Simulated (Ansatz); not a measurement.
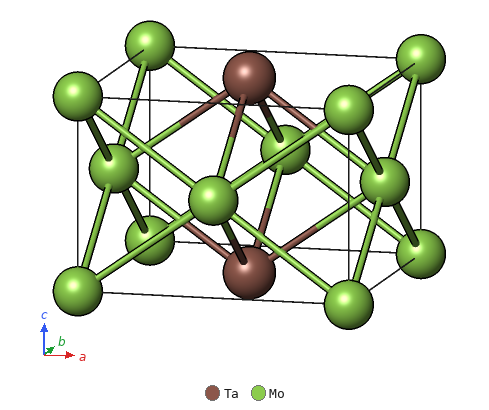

The crystal in a ball-and-stick representation, seen slightly off an axis. The edges of the conventional unit cell are marked.

TaMo3, space group P4/mmm (No. 123), a = 4.518 Å, b = 4.518 Å, c = 3.196 Å, α = 90.00°, β = 90.00°, γ = 90.00°. The model was built from a structure type filled with these elements by a generator (whether the compound takes this form wasn't checked). Earlier steps of the study may have refined or changed the cell and positions. It went into a calculation with Ansatz.

This one geometry was computed with Ansatz (DFT, plane waves, PAW) at three levels of theory: r2SCAN, LDA and PBE.

> Which level gives the highest pressure at this volume, and what does that say about its equilibrium volume?

Highest: PBE (0.0 GPa), which points to the largest equilibrium volume. Lowest, with the smallest volume: LDA (-12.4 GPa). Levels within 0.5 GPa of each other can't be told apart.

> How does the band gap change with the level of theory?

All levels give a metal.

> Collect the results in a table.

| level | cutoff (eV) | k-mesh of the run's cell | gap (eV) | pressure (GPa) |
| --- | --- | --- | --- | --- |
| r2SCAN | 500 | 10×10×14 | metal | -2.8 |
| LDA | 420 | 10×10×14 | metal | -12.4 |
| PBE | 420 | 10×10×14 | metal | 0.0 |

Gaps are taken on the k-mesh or band path of each run.
